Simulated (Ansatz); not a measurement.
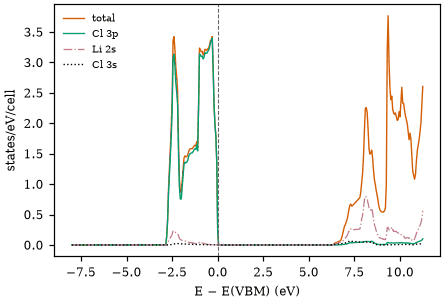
Fig. 1. Total and projected density of states of LiCl (rock salt, Fm-3m), PBE in the plane-wave PAW code Ansatz

Q: Which orbitals carry the states next to the gap?

A: Top 1 eV of the valence band: Cl 3p 98 %. Bottom 1 eV of the conduction band: Li 2s 40 %, Cl 3s 12 %, outside the projected shells 43 %. Projections are on Löwdin-orthogonalised atomic valence shells; empty p or d shells of many metals are not among them.

Q: Where is the tallest occupied peak in this window, and what makes it?

A: Near -0.3 eV, about 3.4 states/eV per cell; the largest projected share is Cl 3p.

The cell was relaxed with PBE under the symmetry of its start.

Potentials: the later of the program's two PAW sets.
